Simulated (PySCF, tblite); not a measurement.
**formamide (CH₃NO): dynamics, then NMR shifts and electronic excitations on frames**

Aim: move formamide (CH₃NO) (`NC=O`) away from its starting geometry and see how NMR shifts and electronic excitations follow the geometry.

Programs: tblite 0.8.0 and PySCF 2.14.0, with density-fitted response routines of our own. Each step states its level of theory. These are calculated values for one molecule in the gas phase, unless marked as measured. Atoms count from 0, in the outputs and in this text.

### Step 1. The starting structure

6 atoms, charge 0, multiplicity 1; geometry from: GFN2-xTB.

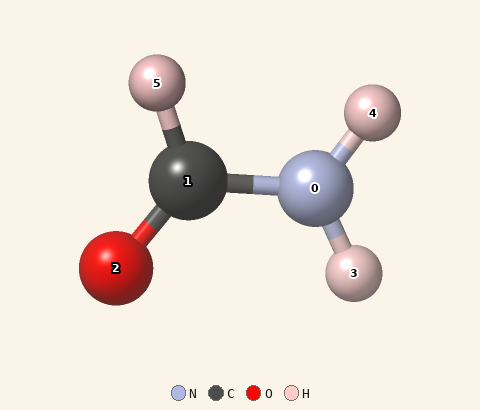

The starting geometry (nitrogen light blue, carbon dark grey, oxygen red, hydrogen pink), atoms numbered.

### Step 2. Thermal motion with GFN2-xTB

What the job is given:

```
{"job": {"kind": "md", "xc": "GFN2-xTB", "basis": "xTB", "temperature": 300, "steps": 2000, "every": 50, "frames": 5}, "charge": 0, "multiplicity": 1}
N     -0.680394    -0.052799     0.062835
C      0.655395     0.051311    -0.069996
O      1.414278    -0.878940    -0.114913
H     -1.089330    -0.971197     0.131426
H     -1.282619     0.748836     0.103407
H      0.985794     1.104779    -0.134334
```

Level: GFN2-xTB Langevin dynamics, gas phase.

Run with:

```sh
> OMP_NUM_THREADS=1 python probes_run.py task.json out
```

This one command runs all jobs of the session in turn.

Output:

```text
t/fs     T/K      E/eV
    0.0   138.7   -289.64533
   25.0   115.9   -289.58645
   50.0   154.2   -289.53812
   75.0   173.7   -289.49554
  100.0   252.6   -289.50943
  125.0   371.5   -289.56869
  150.0   285.8   -289.50281
  175.0   237.7   -289.49329
  200.0   171.4   -289.45459
  225.0   125.1   -289.44338
  250.0   256.2   -289.57323
  275.0   162.2   -289.49006
  300.0   261.3   -289.52548
  325.0   538.3   -289.51901
  350.0   274.5   -289.37770
  375.0   358.5   -289.43024
  400.0   286.4   -289.42567
  425.0   209.7   -289.46940
  450.0   234.5   -289.49443
  475.0    96.3   -289.36732
  500.0   182.0   -289.39949
  525.0   201.1   -289.44956
  550.0   291.6   -289.47498
  575.0   368.6   -289.58934
  600.0   368.4   -289.57236
  625.0   333.4   -289.45219
  650.0   376.9   -289.47943
  675.0   476.5   -289.48574
  700.0   329.2   -289.46927
  725.0   378.8   -289.51011
  750.0   296.0   -289.36138
  775.0   337.0   -289.51561
  800.0   367.3   -289.45595
  825.0   345.0   -289.44795
  850.0   243.6   -289.44598
  875.0   270.0   -289.47328
  900.0   272.2   -289.46631
  925.0   179.4   -289.52210
  950.0   249.2   -289.53075
  975.0   266.7   -289.58691
 1000.0   343.3   -289.51573
```

It took 9.4 s on 1 thread of Intel Xeon at 2.50GHz, shared host; peak memory 0.18 GiB.

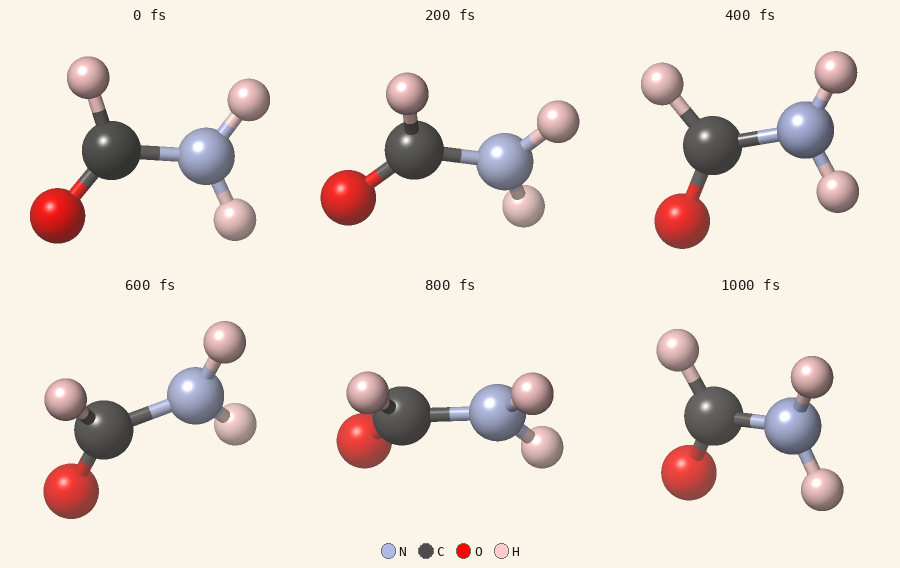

Frames of the run.

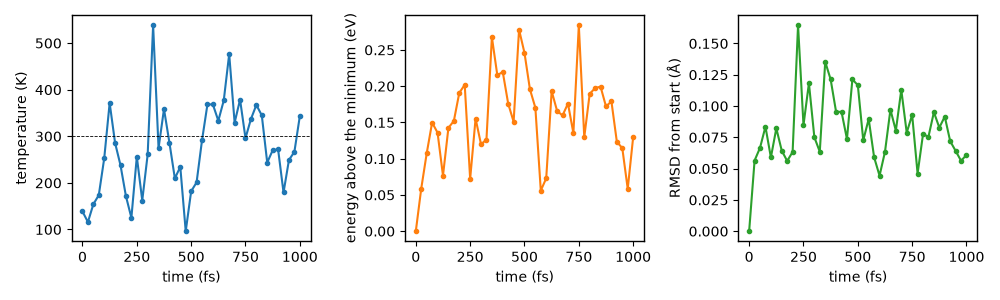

Temperature, potential energy and distance from the start.

Positions (Å) and forces (eV/Å) at 1000 fs:

```xyz
6

N    -0.486   -1.245   -0.841   -0.368    0.712   -0.840
C     0.628   -1.230   -0.122    0.852   -1.759    2.042
O     0.977   -2.168    0.608   -0.444    1.860   -1.557
H    -0.905   -2.151   -0.886   -0.659   -0.157   -0.252
H    -0.757   -0.444   -1.428    0.111   -0.970    0.433
H     1.139   -0.275   -0.190    0.509    0.314    0.174
```

### Step 3. Nuclear shieldings: 250 fs, PBE0/pcSseg-1

What the job is given:

```
{"job": {"kind": "nmr", "xc": "PBE0", "basis": "pcSseg-1", "pop": false}, "charge": 0, "multiplicity": 1}
N     -0.999500    -0.724900     0.236900
C      0.331100    -0.533200     0.123200
O      1.170600    -1.388500     0.233800
H     -1.362000    -1.545000     0.751500
H     -1.658000     0.008100     0.030600
H      0.542400     0.501400    -0.184200
```

Level: GIAO PBE0/pcSseg-1 NMR shielding, non-relativistic, gas phase.

Output:

```text
coarse grid: 5096 points
cycle   1  E = -169.5360876375  dE =  4.835e-01  |g| = 7.910e-01  |ddm| = 2.047e+00
cycle   2  E = -169.0199475754  dE =  5.161e-01  |g| = 1.771e+00  |ddm| = 2.166e+00
cycle   3  E = -169.6572689790  dE = -6.373e-01  |g| = 1.555e-01  |ddm| = 1.709e+00
cycle   4  E = -169.6608024568  dE = -3.533e-03  |g| = 9.072e-02  |ddm| = 1.406e-01
cycle   5  E = -169.6623846943  dE = -1.582e-03  |g| = 1.222e-02  |ddm| = 5.031e-02
cycle   6  E = -169.6624151929  dE = -3.050e-05  |g| = 4.310e-03  |ddm| = 9.667e-03
cycle   7  E = -169.6624192817  dE = -4.089e-06  |g| = 8.725e-04  |ddm| = 3.934e-03
final grid: 49528 points
cycle   8  E = -169.6874240557  dE =  4.026e-06  |g| = 1.193e-02  |ddm| = 1.243e-02
cycle   9  E = -169.6873408531  dE =  8.320e-05  |g| = 2.419e-02  |ddm| = 2.080e-02
cycle  10  E = -169.6874502166  dE = -1.094e-04  |g| = 1.074e-03  |ddm| = 1.503e-02
cycle  11  E = -169.6874504489  dE = -2.323e-07  |g| = 1.430e-04  |ddm| = 8.435e-04
cycle  12  E = -169.6874504526  dE = -3.713e-09  |g| = 8.069e-05  |ddm| = 1.378e-04
cycle  13  E = -169.6874504539  dE = -1.285e-09  |g| = 1.663e-05  |ddm| = 4.779e-05
cycle  14  E = -169.6874504540  dE = -6.179e-11  |g| = 2.537e-06  |ddm| = 1.544e-05
converged SCF energy = -169.6874504540

GIAO shielding tensors (ppm)
atom      isotropic    diamagn.    paramagn.     s11        s22        s33       span
  0 N      148.767     322.273    -173.506     50.509    157.022    238.768    188.259
  1 C       26.199     247.191    -220.992    -74.622     54.275     98.945    173.567
  2 O     -105.404     397.366    -502.770   -410.870   -225.357    320.015    730.886
  3 H       26.558      29.186      -2.628     22.440     23.279     33.955     11.515
  4 H       27.144      31.884      -4.740     23.774     25.038     32.621      8.847
  5 H       23.680      29.516      -5.835     20.415     23.771     26.854      6.439
```

It took 7.6 s on 1 thread of Intel Xeon at 2.50GHz, shared host; peak memory 0.31 GiB.

The references, computed at this level on geometries of the same kind, shield at (ppm): ¹H TMS 31.72, ¹³C TMS 186.9, ¹⁵N NH3 267.7, ¹⁷O H2O 336.1. Their shielding less the atom's gives the shift. The references are single molecules in the gas phase, so shifts against H2O, NH3, PH3, H3PO4 or CFCl3 are not on the usual liquid scales and can be off by tens of ppm. Each atom is listed at this fixed geometry, with no averaging over motion; a spectrum would average atoms that exchange fast.

```
atoms                           environment  σ (ppm)  δ (ppm)
   C1                 amide carbonyl carbon     26.2    160.7
   H5  hydrogen on an amide carbonyl carbon    23.68     8.04
   H3    hydrogen on an amide-type nitrogen    26.56     5.16
   H4    hydrogen on an amide-type nitrogen    27.14     4.57
   N0                   amide-type nitrogen    148.8    119.0
   O2            amide-type carbonyl oxygen   -105.4    441.5
```

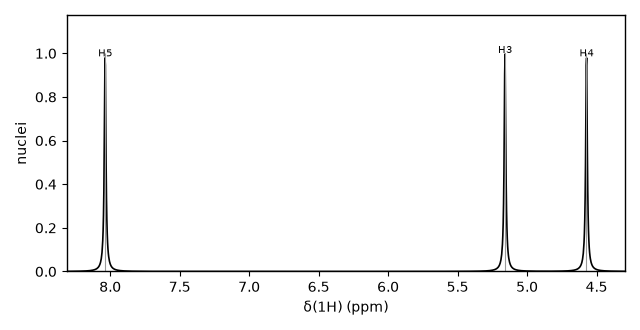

¹H lines at the computed shifts, without couplings. Lines are broadened to a width of 0.01 ppm (Lorentzian).

Orbitals, density, ELF and potential are computed afterwards from the orbital file.

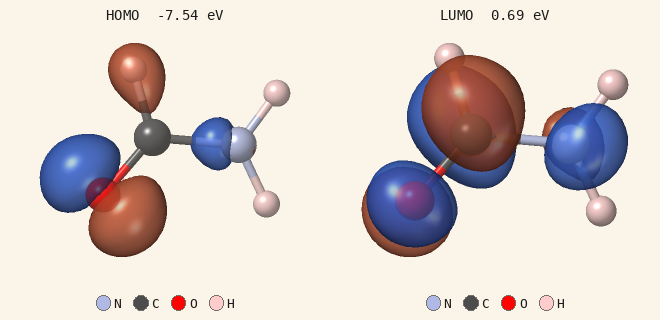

Frontier orbitals at PBE0/pcSseg-1; each surface holds 70 % of the orbital's density, blue and red mark the sign.

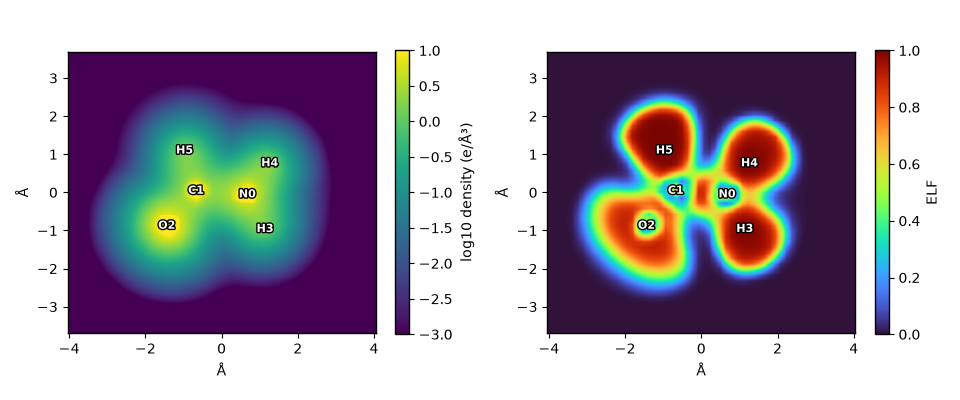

Density (left) and ELF (right) in a plane through or near 6 of the atoms.

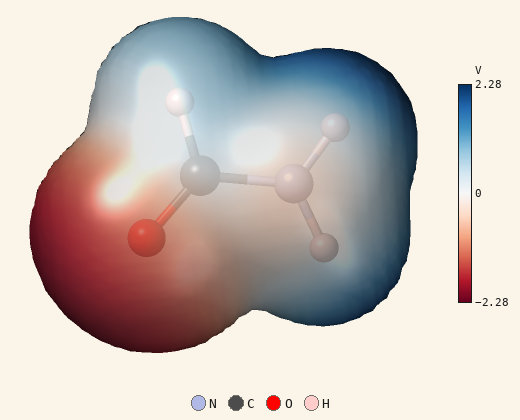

Electrostatic potential on the surface of density 0.002 e/bohr³; red is low, blue high. It runs from -2.01 V near O2 to 2.28 V near H4.

### Step 4. Excited states and response: 250 fs, PBE0/def2-SVPD

Same as in step 3 but for these lines:

```diff
@@ -1,2 +1,2 @@
-{"job": {"kind": "nmr", "xc": "PBE0", "basis": "pcSseg-1", "pop": false}, "charge": 0, "multiplicity": 1}
+{"job": {"kind": "uv", "xc": "PBE0", "basis": "def2-SVPD", "nstates": 5, "ntriplets": 0}, "charge": 0, "multiplicity": 1}
 N     -0.999500    -0.724900     0.236900
```

With the program's defaults for keys left out, this is: TDDFT PBE0/def2-SVPD, vertical, gas phase, core orbitals frozen in the response.

Output:

```text
coarse grid: 5096 points
cycle   1  E = -169.4470492940  dE =  4.547e-01  |g| = 7.541e-01  |ddm| = 2.810e+00
cycle   2  E = -168.9152701461  dE =  5.318e-01  |g| = 1.762e+00  |ddm| = 2.856e+00
cycle   3  E = -169.5647869441  dE = -6.495e-01  |g| = 1.340e-01  |ddm| = 2.341e+00
cycle   4  E = -169.5670881068  dE = -2.301e-03  |g| = 8.901e-02  |ddm| = 1.802e-01
cycle   5  E = -169.5687192349  dE = -1.631e-03  |g| = 9.320e-03  |ddm| = 7.976e-02
cycle   6  E = -169.5687378369  dE = -1.860e-05  |g| = 3.511e-03  |ddm| = 1.111e-02
cycle   7  E = -169.5687407176  dE = -2.881e-06  |g| = 8.213e-04  |ddm| = 4.228e-03
final grid: 49528 points
cycle   8  E = -169.5932114568  dE =  2.273e-06  |g| = 1.110e-02  |ddm| = 3.246e-02
cycle   9  E = -169.5931348483  dE =  7.661e-05  |g| = 2.263e-02  |ddm| = 2.352e-02
cycle  10  E = -169.5932353473  dE = -1.005e-04  |g| = 1.134e-03  |ddm| = 1.668e-02
cycle  11  E = -169.5932356319  dE = -2.846e-07  |g| = 1.361e-04  |ddm| = 1.145e-03
cycle  12  E = -169.5932356353  dE = -3.385e-09  |g| = 7.905e-05  |ddm| = 1.935e-04
cycle  13  E = -169.5932356366  dE = -1.276e-09  |g| = 1.573e-05  |ddm| = 7.658e-05
cycle  14  E = -169.5932356366  dE = -5.696e-11  |g| = 2.952e-06  |ddm| = 1.788e-05
converged SCF energy = -169.5932356366

Static polarisability (au): isotropic 26.866, principal 18.986 26.982 34.631

Singlet excitations
state   eV       nm        f      main configurations
  1   5.6349    220.0   0.00062   H->L 0.98
  2   7.0638    175.5   0.00172   H->L+1 0.76, H-1->L 0.22
  3   7.3433    168.8   0.01357   H-1->L+1 0.98
  4   7.7700    159.6   0.15584   H->L+2 0.50, H-1->L 0.34, H->L+1 0.09
  5   7.9715    155.5   0.17326   H->L+2 0.48, H-1->L 0.31, H->L+1 0.10
```

Wall time 8.4 s (1 thread of Intel Xeon at 2.50GHz, shared host); peak memory 0.37 GiB.

Frontier orbitals and where they lie:

```
orbital      eV                      atoms
 HOMO−3  -12.09  O2 59 %, C1 22 %, N0 11 %
 HOMO−2  -11.72  O2 42 %, C1 29 %, N0 20 %
 HOMO−1   -8.23  N0 47 %, O2 34 %, C1 11 %
   HOMO   -7.72   O2 70 %, C1 15 %, H5 8 %
   LUMO    0.29  C1 41 %, O2 28 %, N0 18 %
 LUMO+1    0.59  H4 30 %, C1 24 %, N0 20 %
 LUMO+2    1.41  H5 27 %, H3 26 %, O2 17 %
```

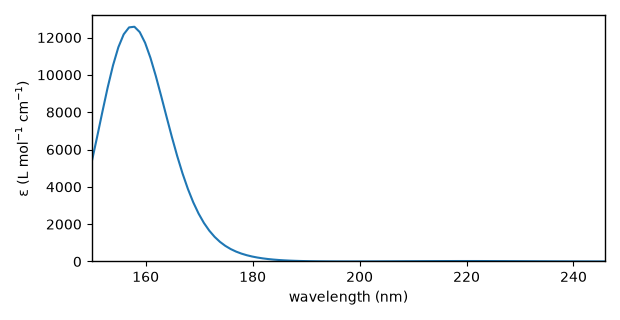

Absorption spectrum: each of the 5 states is a Gaussian band of 0.4 eV half-width at 1/e. Beyond the last state computed it falls off for lack of states.

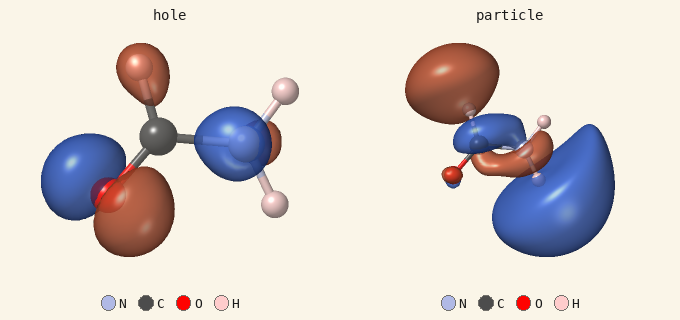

Leading natural transition orbitals of singlet state 5: the electron leaves the hole (left) for the particle orbital (right).

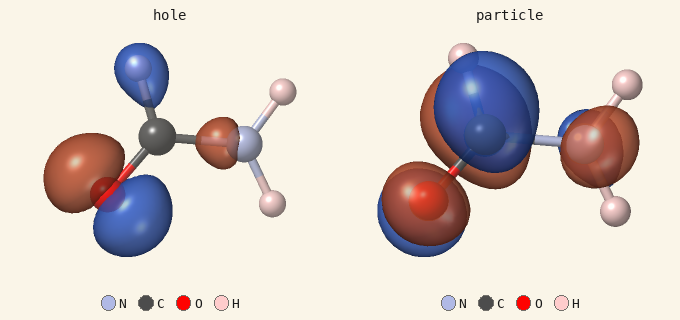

Leading natural transition orbitals of singlet state 1: the electron leaves the hole (left) for the particle orbital (right).

Ground-state properties from the same run:

```
           property  computed
  dipole moment (D)      4.06
polarisability (Å³)      3.98
 HOMO–LUMO gap (eV)      8.00
      −ε(HOMO) (eV)      7.72
```

### Step 5. Nuclear shieldings: 425 fs, PBE0/pcSseg-1

What the job is given:

```
{"job": {"kind": "nmr", "xc": "PBE0", "basis": "pcSseg-1", "pop": false}, "charge": 0, "multiplicity": 1}
N     -1.076800    -0.730400    -0.092800
C      0.208500    -1.088300     0.221400
O      0.638200    -2.210700     0.397300
H     -1.726200    -1.501500    -0.289200
H     -1.341000     0.206700    -0.479900
H      0.951400    -0.235900     0.438400
```

Level: GIAO PBE0/pcSseg-1 NMR shielding, non-relativistic, gas phase.

Output:

```text
coarse grid: 5096 points
cycle   1  E = -169.5288602224  dE =  3.953e-01  |g| = 8.034e-01  |ddm| = 2.033e+00
cycle   2  E = -168.9482758139  dE =  5.806e-01  |g| = 1.856e+00  |ddm| = 2.268e+00
cycle   3  E = -169.6545862902  dE = -7.063e-01  |g| = 1.560e-01  |ddm| = 1.815e+00
cycle   4  E = -169.6578667372  dE = -3.280e-03  |g| = 1.001e-01  |ddm| = 1.498e-01
cycle   5  E = -169.6598218856  dE = -1.955e-03  |g| = 1.227e-02  |ddm| = 5.518e-02
cycle   6  E = -169.6598519112  dE = -3.003e-05  |g| = 4.667e-03  |ddm| = 9.767e-03
cycle   7  E = -169.6598567875  dE = -4.876e-06  |g| = 9.560e-04  |ddm| = 4.364e-03
final grid: 49528 points
cycle   8  E = -169.6845576004  dE =  4.746e-06  |g| = 1.180e-02  |ddm| = 1.157e-02
cycle   9  E = -169.6844701364  dE =  8.746e-05  |g| = 2.453e-02  |ddm| = 2.152e-02
cycle  10  E = -169.6845833952  dE = -1.133e-04  |g| = 9.529e-04  |ddm| = 1.557e-02
cycle  11  E = -169.6845835767  dE = -1.814e-07  |g| = 1.343e-04  |ddm| = 7.268e-04
cycle  12  E = -169.6845835800  dE = -3.306e-09  |g| = 7.910e-05  |ddm| = 1.387e-04
cycle  13  E = -169.6845835812  dE = -1.288e-09  |g| = 1.460e-05  |ddm| = 4.680e-05
cycle  14  E = -169.6845835813  dE = -4.914e-11  |g| = 1.731e-06  |ddm| = 1.597e-05
converged SCF energy = -169.6845835813

GIAO shielding tensors (ppm)
atom      isotropic    diamagn.    paramagn.     s11        s22        s33       span
  0 N      145.210     321.408    -176.199     49.159    153.669    232.801    183.643
  1 C       19.844     247.287    -227.443    -82.688     50.681     91.539    174.227
  2 O     -139.154     395.858    -535.012   -477.173   -239.078    298.790    775.963
  3 H       26.661      29.017      -2.356     22.821     23.532     33.630     10.809
  4 H       25.821      30.309      -4.489     22.491     23.515     31.456      8.964
  5 H       22.327      28.096      -5.769     18.657     22.031     26.291      7.634
```

Run time: 4.5 s. Hardware: 1 thread of Intel Xeon at 2.50GHz, shared host; peak memory 0.37 GiB.

In short: δ C1 167.1, N0 122.5, O2 475.2, H5 9.39, H4 5.90 ppm.

### Step 6. TDDFT and polarisability: 425 fs, PBE0/def2-SVPD

Same as in step 5 but for these lines:

```diff
@@ -1,2 +1,2 @@
-{"job": {"kind": "nmr", "xc": "PBE0", "basis": "pcSseg-1", "pop": false}, "charge": 0, "multiplicity": 1}
+{"job": {"kind": "uv", "xc": "PBE0", "basis": "def2-SVPD", "nstates": 5, "ntriplets": 0}, "charge": 0, "multiplicity": 1}
 N     -1.076800    -0.730400    -0.092800
```

With the program's defaults for keys left out, this is: TDDFT PBE0/def2-SVPD, vertical, gas phase, core orbitals frozen in the response.

Output:

```text
coarse grid: 5096 points
cycle   1  E = -169.4401655552  dE =  3.668e-01  |g| = 7.666e-01  |ddm| = 2.713e+00
cycle   2  E = -168.8447437379  dE =  5.954e-01  |g| = 1.844e+00  |ddm| = 3.014e+00
cycle   3  E = -169.5624206145  dE = -7.177e-01  |g| = 1.345e-01  |ddm| = 2.501e+00
cycle   4  E = -169.5644777215  dE = -2.057e-03  |g| = 9.711e-02  |ddm| = 1.996e-01
cycle   5  E = -169.5664428194  dE = -1.965e-03  |g| = 9.191e-03  |ddm| = 8.885e-02
cycle   6  E = -169.5664604514  dE = -1.763e-05  |g| = 3.633e-03  |ddm| = 1.162e-02
cycle   7  E = -169.5664635719  dE = -3.121e-06  |g| = 8.948e-04  |ddm| = 4.427e-03
final grid: 49528 points
cycle   8  E = -169.5905199753  dE =  3.993e-06  |g| = 1.097e-02  |ddm| = 3.200e-02
cycle   9  E = -169.5904390461  dE =  8.093e-05  |g| = 2.299e-02  |ddm| = 2.382e-02
cycle  10  E = -169.5905435646  dE = -1.045e-04  |g| = 1.024e-03  |ddm| = 1.705e-02
cycle  11  E = -169.5905437959  dE = -2.312e-07  |g| = 1.131e-04  |ddm| = 9.777e-04
cycle  12  E = -169.5905437981  dE = -2.195e-09  |g| = 7.948e-05  |ddm| = 2.029e-04
cycle  13  E = -169.5905437994  dE = -1.351e-09  |g| = 1.334e-05  |ddm| = 7.388e-05
cycle  14  E = -169.5905437994  dE = -4.405e-11  |g| = 2.034e-06  |ddm| = 1.895e-05
converged SCF energy = -169.5905437994

Static polarisability (au): isotropic 27.840, principal 19.401 28.214 35.905

Singlet excitations
state   eV       nm        f      main configurations
  1   5.4834    226.1   0.00100   H->L 0.97
  2   6.9517    178.4   0.00066   H->L+1 0.78, H-1->L 0.18
  3   7.3566    168.5   0.01363   H-1->L+1 0.96
  4   7.6926    161.2   0.09687   H->L+2 0.92
  5   7.9783    155.4   0.30793   H-1->L 0.66, H->L+1 0.16
```

Run time: 7 s. Hardware: 1 thread of Intel Xeon at 2.50GHz, shared host; peak memory 0.37 GiB.

In short: HOMO -7.64 eV, LUMO 0.20 eV; lowest singlet 5.48 eV.

### Step 7. Nuclear shieldings: 625 fs, PBE0/pcSseg-1

What the job is given:

```
{"job": {"kind": "nmr", "xc": "PBE0", "basis": "pcSseg-1", "pop": false}, "charge": 0, "multiplicity": 1}
N     -1.342900    -0.640600    -0.168800
C     -0.088000    -1.101300    -0.359400
O      0.460900    -1.970100     0.327200
H     -1.899500    -1.149900     0.495100
H     -1.726400    -0.003200    -0.786400
H      0.434700    -0.442900    -0.993300
```

Method: GIAO PBE0/pcSseg-1 NMR shielding, non-relativistic, gas phase.

Output:

```text
coarse grid: 5096 points
cycle   1  E = -169.5269933568  dE =  4.964e-01  |g| = 7.972e-01  |ddm| = 2.057e+00
cycle   2  E = -168.9359581129  dE =  5.910e-01  |g| = 1.859e+00  |ddm| = 2.253e+00
cycle   3  E = -169.6511305663  dE = -7.152e-01  |g| = 1.644e-01  |ddm| = 1.799e+00
cycle   4  E = -169.6551129738  dE = -3.982e-03  |g| = 9.550e-02  |ddm| = 1.480e-01
cycle   5  E = -169.6568558033  dE = -1.743e-03  |g| = 1.412e-02  |ddm| = 5.326e-02
cycle   6  E = -169.6568968795  dE = -4.108e-05  |g| = 4.777e-03  |ddm| = 1.080e-02
cycle   7  E = -169.6569017589  dE = -4.879e-06  |g| = 1.053e-03  |ddm| = 4.206e-03
final grid: 49528 points
cycle   8  E = -169.6819284532  dE =  3.617e-06  |g| = 1.225e-02  |ddm| = 1.303e-02
cycle   9  E = -169.6818328202  dE =  9.563e-05  |g| = 2.556e-02  |ddm| = 2.172e-02
cycle  10  E = -169.6819559055  dE = -1.231e-04  |g| = 1.238e-03  |ddm| = 1.603e-02
cycle  11  E = -169.6819562049  dE = -2.995e-07  |g| = 1.826e-04  |ddm| = 9.304e-04
cycle  12  E = -169.6819562113  dE = -6.373e-09  |g| = 9.024e-05  |ddm| = 1.647e-04
cycle  13  E = -169.6819562129  dE = -1.612e-09  |g| = 1.713e-05  |ddm| = 5.227e-05
cycle  14  E = -169.6819562130  dE = -6.725e-11  |g| = 2.558e-06  |ddm| = 1.612e-05
converged SCF energy = -169.6819562130

GIAO shielding tensors (ppm)
atom      isotropic    diamagn.    paramagn.     s11        s22        s33       span
  0 N      144.339     322.442    -178.104     23.762    161.665    247.589    223.827
  1 C       17.551     249.075    -231.524    -85.816     34.295    104.175    189.991
  2 O     -132.247     397.350    -529.597   -457.371   -260.338    320.967    778.339
  3 H       26.774      30.535      -3.762     22.842     23.869     33.609     10.767
  4 H       27.528      33.509      -5.981     24.849     25.317     32.417      7.567
  5 H       24.176      31.125      -6.949     21.622     24.660     26.247      4.626
```

It took 4.2 s on 1 thread of Intel Xeon at 2.50GHz, shared host; peak memory 0.37 GiB.

In short: δ C1 169.4, N0 123.4, O2 468.3, H5 7.54, H3 4.94 ppm.

(Part 1 of 2 ends here.)
